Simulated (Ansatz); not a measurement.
Single-point calculation, with input and output: C48H34

- system: C48H34
- method: RKS B3LYP-D4/def2-SVP (Ansatz 0.2.0)

The geometry comes from this level: PBE-D4/def2-SVP.

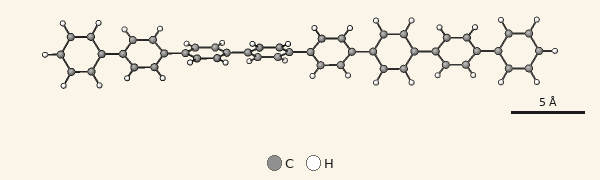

Fig. 1: The structure (ball-and-stick view, seen at a tilt). Bond lengths as drawn: C–C 1.40 to 1.48 Å and C–H 1.10 Å.

**Summary**

```csv
quantity,value
outcome,converged
total energy,−50300.9941 eV
mean-field energy,−50295.7083 eV
dispersion energy,−5.2859 eV
SCF solution under orbital rotations,stable
HOMO,−5.61 eV
LUMO,−1.83 eV
largest force (length of the vector),0.303 eV/Å
dipole moment,0.01 D
hardware,"4 CPU threads, shared host"
wall time,19 s (CPU time 22 s)
peak memory,2.3 GiB
```

**Input file**
```yaml
crystal:
  periodic: [false, false, false]
  atoms:
    - {symbol: C, position_ang: [16.620228, -0.117089, 0.072889]}
    - {symbol: C, position_ang: [15.913754, -0.230950, -1.135330]}
    - {symbol: C, position_ang: [14.512693, -0.220656, -1.137964]}
    - {symbol: C, position_ang: [13.782864, -0.097651, 0.067176]}
    - {symbol: C, position_ang: [12.300139, -0.087443, 0.064132]}
    - {symbol: C, position_ang: [11.559938, -0.671903, 1.117082]}
    - {symbol: C, position_ang: [10.162316, -0.664106, 1.113389]}
    - {symbol: C, position_ang: [9.434400, -0.067914, 0.057983]}
    - {symbol: C, position_ang: [7.953444, -0.058025, 0.054415]}
    - {symbol: C, position_ang: [7.210462, -1.130326, 0.599678]}
    - {symbol: C, position_ang: [5.813060, -1.122316, 0.593514]}
    - {symbol: C, position_ang: [5.087290, -0.039578, 0.045661]}
    - {symbol: C, position_ang: [3.606422, -0.030399, 0.039811]}
    - {symbol: C, position_ang: [2.878882, 1.173841, 0.179168]}
    - {symbol: C, position_ang: [1.481508, 1.182412, 0.174165]}
    - {symbol: C, position_ang: [0.740404, -0.012318, 0.024975]}
    - {symbol: C, position_ang: [-0.740398, -0.002597, 0.015417]}
    - {symbol: C, position_ang: [-1.473929, 0.918548, 0.797906]}
    - {symbol: C, position_ang: [-2.871287, 0.927226, 0.788981]}
    - {symbol: C, position_ang: [-3.606312, 0.018120, -0.006008]}
    - {symbol: C, position_ang: [-5.086917, 0.029844, -0.018327]}
    - {symbol: C, position_ang: [-5.814250, -0.294281, -1.186783]}
    - {symbol: C, position_ang: [-7.211481, -0.281501, -1.199078]}
    - {symbol: C, position_ang: [-7.953719, 0.054230, -0.043298]}
    - {symbol: C, position_ang: [-9.434409, 0.067556, -0.056613]}
    - {symbol: C, position_ang: [-10.168315, 0.971505, 0.745962]}
    - {symbol: C, position_ang: [-11.565777, 0.984270, 0.733113]}
    - {symbol: C, position_ang: [-12.300567, 0.094448, -0.083639]}
    - {symbol: C, position_ang: [-13.783137, 0.108707, -0.098023]}
    - {symbol: C, position_ang: [-14.519771, 0.398050, 1.074166]}
    - {symbol: C, position_ang: [-15.920729, 0.411568, 1.060710]}
    - {symbol: C, position_ang: [-16.619808, 0.136271, -0.125752]}
    - {symbol: C, position_ang: [-15.903174, -0.152796, -1.298379]}
    - {symbol: C, position_ang: [-14.502224, -0.166501, -1.284437]}
    - {symbol: C, position_ang: [-11.567351, -0.809355, -0.886326]}
    - {symbol: C, position_ang: [-10.169909, -0.822813, -0.872809]}
    - {symbol: C, position_ang: [-7.226116, 0.377144, 1.125381]}
    - {symbol: C, position_ang: [-5.828839, 0.366158, 1.137438]}
    - {symbol: C, position_ang: [-2.872705, -0.902077, -0.789451]}
    - {symbol: C, position_ang: [-1.475408, -0.913599, -0.777488]}
    - {symbol: C, position_ang: [1.467872, -1.216407, -0.115816]}
    - {symbol: C, position_ang: [2.865224, -1.225475, -0.106353]}
    - {symbol: C, position_ang: [5.830297, 1.033923, -0.497258]}
    - {symbol: C, position_ang: [7.227673, 1.023955, -0.494876]}
    - {symbol: C, position_ang: [10.174938, 0.518335, -0.994221]}
    - {symbol: C, position_ang: [11.572518, 0.507102, -0.991923]}
    - {symbol: C, position_ang: [14.509425, 0.015256, 1.275291]}
    - {symbol: C, position_ang: [15.910476, 0.006239, 1.278282]}
    - {symbol: H, position_ang: [17.720786, -0.124701, 0.075156]}
    - {symbol: H, position_ang: [16.459142, -0.337436, -2.085927]}
    - {symbol: H, position_ang: [13.970417, -0.338414, -2.088583]}
    - {symbol: H, position_ang: [12.092805, -1.159145, 1.947764]}
    - {symbol: H, position_ang: [9.619905, -1.114386, 1.958543]}
    - {symbol: H, position_ang: [7.741083, -1.997862, 1.020304]}
    - {symbol: H, position_ang: [5.268845, -1.967567, 1.041233]}
    - {symbol: H, position_ang: [3.421591, 2.121700, 0.313071]}
    - {symbol: H, position_ang: [0.949501, 2.141020, 0.268753]}
    - {symbol: H, position_ang: [-0.936009, 1.630880, 1.441419]}
    - {symbol: H, position_ang: [-3.407935, 1.669657, 1.398675]}
    - {symbol: H, position_ang: [-5.271170, -0.523640, -2.116003]}
    - {symbol: H, position_ang: [-7.741564, -0.500695, -2.138162]}
    - {symbol: H, position_ang: [-9.630682, 1.705634, 1.365054]}
    - {symbol: H, position_ang: [-12.102265, 1.727220, 1.342740]}
    - {symbol: H, position_ang: [-13.983266, 0.587822, 2.016425]}
    - {symbol: H, position_ang: [-16.472268, 0.630310, 1.988356]}
    - {symbol: H, position_ang: [-17.720297, 0.146994, -0.136510]}
    - {symbol: H, position_ang: [-16.440625, -0.360916, -2.236687]}
    - {symbol: H, position_ang: [-13.951206, -0.366791, -2.216080]}
    - {symbol: H, position_ang: [-12.106112, -1.542197, -1.506101]}
    - {symbol: H, position_ang: [-9.634593, -1.566983, -1.481829]}
    - {symbol: H, position_ang: [-7.768701, 0.605585, 2.055074]}
    - {symbol: H, position_ang: [-5.298187, 0.586545, 2.075967]}
    - {symbol: H, position_ang: [-3.410846, -1.636682, -1.407253]}
    - {symbol: H, position_ang: [-0.938300, -1.633603, -1.413090]}
    - {symbol: H, position_ang: [0.924817, -2.168222, -0.216104]}
    - {symbol: H, position_ang: [3.397300, -2.180095, -0.234806]}
    - {symbol: H, position_ang: [5.299757, 1.886023, -0.948389]}
    - {symbol: H, position_ang: [7.771964, 1.884558, -0.912270]}
    - {symbol: H, position_ang: [9.642363, 0.975866, -1.841725]}
    - {symbol: H, position_ang: [12.115530, 0.987011, -1.820301]}
    - {symbol: H, position_ang: [13.964976, 0.140529, 2.223707]}
    - {symbol: H, position_ang: [16.453508, 0.105341, 2.231026]}
basis:
  gaussian: {orbitals: def2-SVP, fitting: {mean_field: def2-universal-jkfit}, initial_orbitals: start.molden}
hamiltonian: {xc: {name: B3LYP}, dispersion: d4}
scf: {omitted_lower_state_checks: [starts]}
output: {forces: true, orbitals: {seedname: orbitals}}
```

Command:
```bash
ansatz run in.yaml --threads 4 --pin off --events-out ev --progress --plain --max-ram 66560MiB --backend cuda --devices 0, --max-vram 37GiB
```

**Log**
```
Functional definition: B3LYP
  name "B3LYP"
  cite "Stephens, Devlin, Chabalowski & Frisch, J. Phys. Chem. 98, 11623 (1994) doi:10.1021/j100096a001"
  cite "Becke, Phys. Rev. A 38, 3098 (1988) doi:10.1103/PhysRevA.38.3098"
  cite "Lee, Yang & Parr, Phys. Rev. B 37, 785 (1988) doi:10.1103/PhysRevB.37.785"
  cite "Vosko, Wilk & Nusair, Can. J. Phys. 58, 1200 (1980) doi:10.1139/p80-159"
  parameter a0 = 0.2
  parameter ax = 0.72
  parameter ac = 0.81
  exchange = (1 - a0 - ax)*slater_x + ax*b88_x + a0*exact_x
  correlation = (1 - ac)*vwn_rpa_c + ac*lyp_c
these checks for a lower state are left out or cut short: starts
4212 factors; integrals over basis functions are off by at most 2.2e-1 eV
mean field evaluation 1: about -50295.4250 eV, gradient 1.1e1 eV
mean field evaluation 2: about -50295.7344 eV, gradient 2.3e-1 eV
mean field evaluation 4: about -50295.7074 eV, gradient 2.8e-4 eV
mean field -50295.70740889 eV, -1848.3331556217 hartree, gradient 1.5e-5 eV, S^2 0.000000; 0 other end points of the search recorded, 0 dependent functions left out
the calculation of the forces begins
reference -50295.70828470 eV, -1848.3331878073 hartree; 161, 161 occupied and 681, 681 virtual orbitals, 4212 factors
Total energy: -50300.99413928 eV, -1848.5274393803 hartree
Atom 0 at    16.620228    -0.117089     0.072889 Å, force    -0.053933    -0.001205     0.000588 eV/Å
Atom 1 at    15.913754    -0.230950    -1.135330 Å, force    -0.008777     0.006678     0.040805 eV/Å
Atom 2 at    14.512693    -0.220656    -1.137964 Å, force    -0.020723    -0.017807     0.042372 eV/Å
Atom 3 at    13.782864    -0.097651     0.067176 Å, force     0.279471    -0.002274     0.001121 eV/Å
Atom 4 at    12.300139    -0.087443     0.064132 Å, force    -0.287296     0.002094    -0.000571 eV/Å
Atom 5 at    11.559938    -0.671903     1.117082 Å, force     0.022897     0.003683    -0.042853 eV/Å
Atom 6 at    10.162316    -0.664106     1.113389 Å, force    -0.023192     0.037824    -0.031406 eV/Å
Atom 7 at     9.434400    -0.067914     0.057983 Å, force     0.288088    -0.001903     0.000527 eV/Å
Atom 8 at     7.953444    -0.058025     0.054415 Å, force    -0.284561     0.001884    -0.000740 eV/Å
Atom 9 at     7.210462    -1.130326     0.599678 Å, force     0.021746     0.029529    -0.034980 eV/Å
Atom 10 at     5.813060    -1.122316     0.593514 Å, force    -0.020766     0.046632    -0.003569 eV/Å
Atom 11 at     5.087290    -0.039578     0.045661 Å, force     0.283342    -0.001658     0.000959 eV/Å
Atom 12 at     3.606422    -0.030399     0.039811 Å, force    -0.279808     0.001610    -0.001376 eV/Å
Atom 13 at     2.878882     1.173841     0.179168 Å, force     0.017935    -0.041429     0.013220 eV/Å
Atom 14 at     1.481508     1.182412     0.174165 Å, force    -0.018576    -0.038071    -0.022617 eV/Å
Atom 15 at     0.740404    -0.012318     0.024975 Å, force     0.280269    -0.001697     0.001610 eV/Å
Atom 16 at    -0.740398    -0.002597     0.015417 Å, force    -0.279864     0.001908    -0.001901 eV/Å
Atom 17 at    -1.473929     0.918548     0.797906 Å, force     0.017740    -0.042010    -0.012579 eV/Å
Atom 18 at    -2.871287     0.927226     0.788981 Å, force    -0.016865    -0.016329    -0.037637 eV/Å
Atom 19 at    -3.606312     0.018120    -0.006008 Å, force     0.278734    -0.002015     0.002287 eV/Å
Atom 20 at    -5.086917     0.029844    -0.018327 Å, force    -0.283402     0.002272    -0.002523 eV/Å
Atom 21 at    -5.814250    -0.294281    -1.186783 Å, force     0.019357     0.034361     0.033305 eV/Å
Atom 22 at    -7.211481    -0.281501    -1.199078 Å, force    -0.018139     0.032998     0.031039 eV/Å
Atom 23 at    -7.953719     0.054230    -0.043298 Å, force     0.281422    -0.002475     0.002451 eV/Å
Atom 24 at    -9.434409     0.067556    -0.056613 Å, force    -0.287853     0.002568    -0.002748 eV/Å
Atom 25 at   -10.168315     0.971505     0.745962 Å, force     0.023159    -0.017098    -0.047485 eV/Å
Atom 26 at   -11.565777     0.984270     0.733113 Å, force    -0.022740    -0.018251    -0.048062 eV/Å
Atom 27 at   -12.300567     0.094448    -0.083639 Å, force     0.285407    -0.002613     0.002828 eV/Å
Atom 28 at   -13.783137     0.108707    -0.098023 Å, force    -0.273688     0.002634    -0.002772 eV/Å
Atom 29 at   -14.519771     0.398050     1.074166 Å, force     0.020786    -0.030190    -0.041059 eV/Å
Atom 30 at   -15.920729     0.411568     1.060710 Å, force     0.006912    -0.011704    -0.041776 eV/Å
Atom 31 at   -16.619808     0.136271    -0.125752 Å, force     0.054408    -0.000500     0.000652 eV/Å
Atom 32 at   -15.903174    -0.152796    -1.298379 Å, force     0.006402     0.011595     0.041801 eV/Å
Atom 33 at   -14.502224    -0.166501    -1.284437 Å, force     0.020647     0.029761     0.041510 eV/Å
Atom 34 at   -11.567351    -0.809355    -0.886326 Å, force    -0.023008     0.018793     0.047630 eV/Å
Atom 35 at   -10.169909    -0.822813    -0.872809 Å, force     0.022450     0.016707     0.047824 eV/Å
Atom 36 at    -7.226116     0.377144     1.125381 Å, force    -0.018331    -0.032561    -0.031563 eV/Å
Atom 37 at    -5.828839     0.366158     1.137438 Å, force     0.019144    -0.034503    -0.033202 eV/Å
Atom 38 at    -2.872705    -0.902077    -0.789451 Å, force    -0.017106     0.016591     0.037105 eV/Å
Atom 39 at    -1.475408    -0.913599    -0.777488 Å, force     0.018043     0.041894     0.012419 eV/Å
Atom 40 at     1.467872    -1.216407    -0.115816 Å, force    -0.018393     0.038056     0.022100 eV/Å
Atom 41 at     2.865224    -1.225475    -0.106353 Å, force     0.018806     0.041422    -0.013225 eV/Å
Atom 42 at     5.830297     1.033923    -0.497258 Å, force    -0.021532    -0.046454     0.003159 eV/Å
Atom 43 at     7.227673     1.023955    -0.494876 Å, force     0.020907    -0.029680     0.034835 eV/Å
Atom 44 at    10.174938     0.518335    -0.994221 Å, force    -0.023936    -0.037561     0.031184 eV/Å
Atom 45 at    11.572518     0.507102    -0.991923 Å, force     0.022536    -0.003988     0.042956 eV/Å
Atom 46 at    14.509425     0.015256     1.275291 Å, force    -0.020859     0.018061    -0.043079 eV/Å
Atom 47 at    15.910476     0.006239     1.278282 Å, force    -0.007348    -0.004458    -0.041241 eV/Å
Atom 48 at    17.720786    -0.124701     0.075156 Å, force    -0.274911     0.002182    -0.000685 eV/Å
Atom 49 at    16.459142    -0.337436    -2.085927 Å, force    -0.136164     0.027572     0.245945 eV/Å
Atom 50 at    13.970417    -0.338414    -2.088583 Å, force     0.153905     0.033212     0.256675 eV/Å
Atom 51 at    12.092805    -1.159145     1.947764 Å, force    -0.150316     0.130442    -0.223893 eV/Å
Atom 52 at     9.619905    -1.114386     1.958543 Å, force     0.154375     0.120565    -0.225993 eV/Å
Atom 53 at     7.741083    -1.997862     1.020304 Å, force    -0.150299     0.230547    -0.112632 eV/Å
Atom 54 at     5.268845    -1.967567     1.041233 Å, force     0.154079     0.224722    -0.118100 eV/Å
Atom 55 at     3.421591     2.121700     0.313071 Å, force    -0.152862    -0.249564    -0.034460 eV/Å
Atom 56 at     0.949501     2.141020     0.268753 Å, force     0.150228    -0.251796    -0.025339 eV/Å
Atom 57 at    -0.936009     1.630880     1.441419 Å, force    -0.151453    -0.187348    -0.168597 eV/Å
Atom 58 at    -3.407935     1.669657     1.398675 Å, force     0.150479    -0.194968    -0.161479 eV/Å
Atom 59 at    -5.271170    -0.523640    -2.116003 Å, force    -0.152689     0.058334     0.246577 eV/Å
Atom 60 at    -7.741564    -0.500695    -2.138162 Å, force     0.148825     0.055933     0.250269 eV/Å
Atom 61 at    -9.630682     1.705634     1.365054 Å, force    -0.152821    -0.199863    -0.166114 eV/Å
Atom 62 at   -12.102265     1.727220     1.342740 Å, force     0.151658    -0.202303    -0.163168 eV/Å
Atom 63 at   -13.983266     0.587822     2.016425 Å, force    -0.153966    -0.050395    -0.255939 eV/Å
Atom 64 at   -16.472268     0.630310     1.988356 Å, force     0.139302    -0.056010    -0.242091 eV/Å
Atom 65 at   -17.720297     0.146994    -0.136510 Å, force     0.274907    -0.002702     0.002734 eV/Å
Atom 66 at   -16.440625    -0.360916    -2.236687 Å, force     0.135748     0.053322     0.245057 eV/Å
Atom 67 at   -13.951206    -0.366791    -2.216080 Å, force    -0.157848     0.053411     0.252865 eV/Å
Atom 68 at   -12.106112    -1.542197    -1.506101 Å, force     0.152416     0.199476     0.166043 eV/Å
Atom 69 at    -9.634593    -1.566983    -1.481829 Å, force    -0.151920     0.202680     0.163211 eV/Å
Atom 70 at    -7.768701     0.605585     2.055074 Å, force     0.152173    -0.058490    -0.247472 eV/Å
Atom 71 at    -5.298187     0.586545     2.075967 Å, force    -0.149201    -0.055778    -0.249147 eV/Å
Atom 72 at    -3.410846    -1.636682    -1.407253 Å, force     0.150844     0.192842     0.163770 eV/Å
Atom 73 at    -0.938300    -1.633603    -1.413090 Å, force    -0.151273     0.189590     0.166403 eV/Å
Atom 74 at     0.924817    -2.168222    -0.216104 Å, force     0.153098     0.250005     0.026884 eV/Å
Atom 75 at     3.397300    -2.180095    -0.234806 Å, force    -0.150198     0.251471     0.032870 eV/Å
Atom 76 at     5.299757     1.886023    -0.948389 Å, force     0.150570    -0.226715     0.119067 eV/Å
Atom 77 at     7.771964     1.884558    -0.912270 Å, force    -0.153983    -0.228754     0.111804 eV/Å
Atom 78 at     9.642363     0.975866    -1.841725 Å, force     0.151761    -0.122616     0.226631 eV/Å
Atom 79 at    12.115530     0.987011    -1.820301 Å, force    -0.153024    -0.128448     0.223296 eV/Å
Atom 80 at    13.964976     0.140529     2.223707 Å, force     0.154516    -0.035610    -0.256021 eV/Å
Atom 81 at    16.453508     0.105341     2.231026 Å, force    -0.135869    -0.026061    -0.246295 eV/Å
Dipole moment:     0.001956     0.000479    -0.001216 e Å
Checks for a lower state left out: starts
```

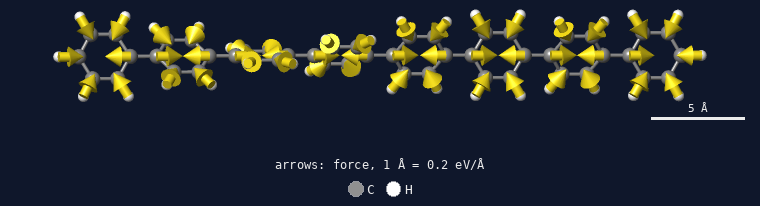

Fig. 2: Forces on the atoms as yellow arrows (ball-and-stick view, seen at a tilt). The largest act on H51, H52, H53, H54, H55, H62 and 10 more (0.30 eV/Å); H56, H59, H60, H61, H71, H72 and 2 more (0.30 eV/Å); H57, H58, H74, H75 (0.29 eV/Å); C5, C8, C25, C28 (0.29 eV/Å), among others. Atoms are counted from 1 in the order of the input and aren't labelled in the picture. The geometry is not a stationary point of this energy.

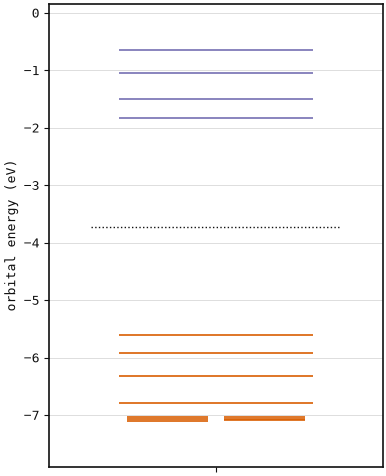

Fig. 3: Orbital energies near the frontier; the dotted line parts filled from empty levels, and levels within 0.02 eV of each other stand side by side. Highest filled −5.61 eV, lowest empty −1.83 eV, 3.78 eV apart.

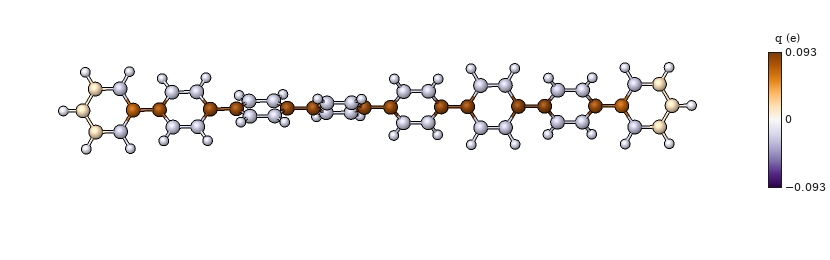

Fig. 4: Mulliken charges, as the colour of each atom (ball-and-stick view, seen at a tilt). By element: C −0.03 to +0.09 and H −0.02 to −0.01 e.
